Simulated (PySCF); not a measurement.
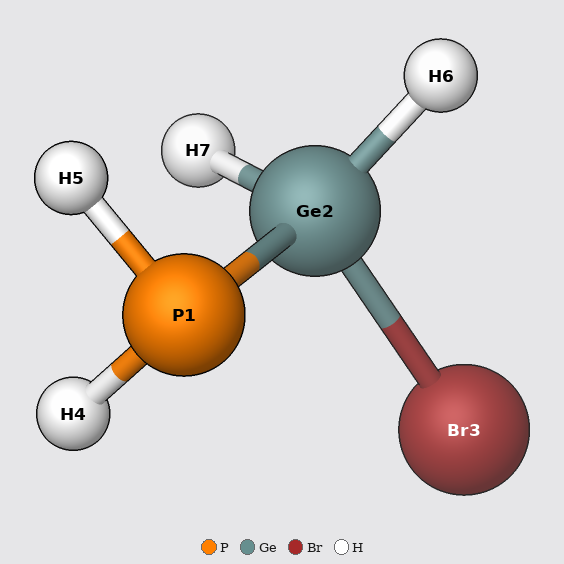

The computed structure is the end point of a PBE0-D3(BJ)/def2-SVP optimisation. No frequency run is at hand to confirm it as a minimum. Level of theory: delta-SCF UKS SCAN, pcX-2 on the ionised atom, pcseg-1 elsewhere, spin-free X2C (PySCF 2.14.0).

Give the core-electron binding energies (to vacuum; p and d levels without spin–orbit splitting) of P1 1s, P1 2p.

```tsv
atom	level	binding energy (eV)
P1	1s	2150.3
P1	2p	137.0
```
